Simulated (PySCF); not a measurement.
| atom | x (Å) | y (Å) | z (Å) |
| --- | --- | --- | --- |
| Bi | 0.0000 | 0.0000 | 0.5263 |
| Cl | 2.1745 | 0.0000 | -0.6447 |
| Cl | -1.0873 | 1.8832 | -0.6447 |
| Cl | -1.0873 | -1.8832 | -0.6447 |

Core potentials replace the inner electrons of Bi.

Theory: RKS r2SCAN, Bi def2-SVP with ECP60, Cl def2-SVP; non-relativistic Hamiltonian with scalar-relativistic core potentials where named; density fitting in PySCF.

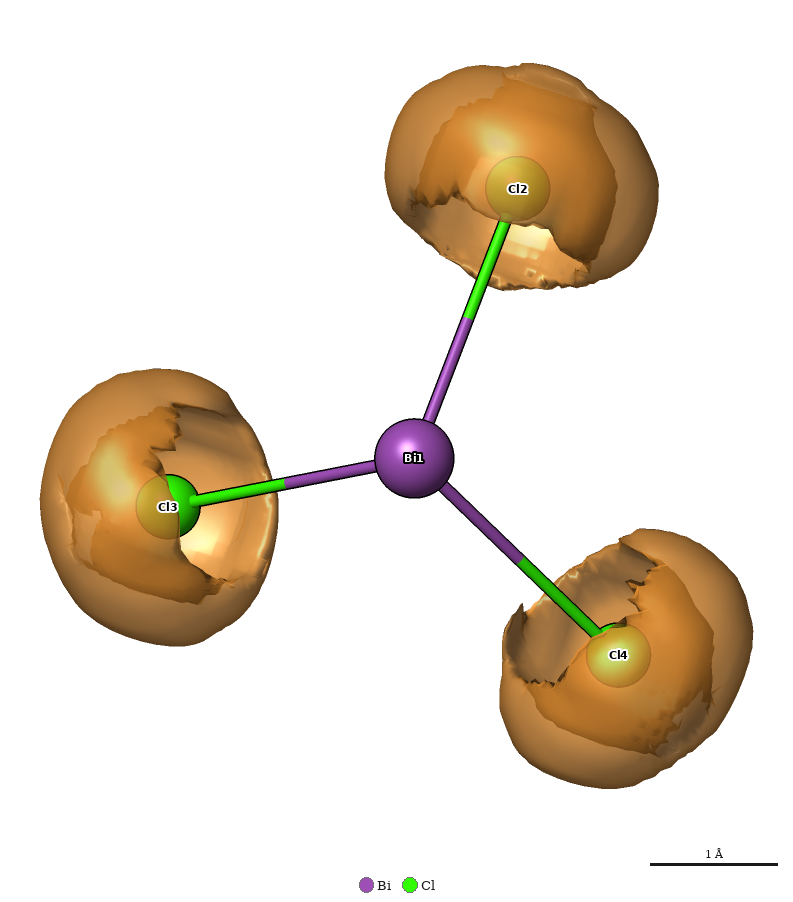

BiCl₃ (Bi(Cl)3). Isosurface of the ELF at 0.85 (orange), seen across its widest extent. Core shells and regions of very low density are left out.

Q: Identify the bonds, lone pairs and shells in this picture.

A: At this value the surface marks out three regions wrapped around Cl (the valence shell of each). Along the contacts the grid gives the following. Bi–Cl (2.47 Å): the ELF peaks at about 0.80 in the valence shell of Cl, 0.8 Å from its nucleus, and drops to about 0.20 between the two atoms.
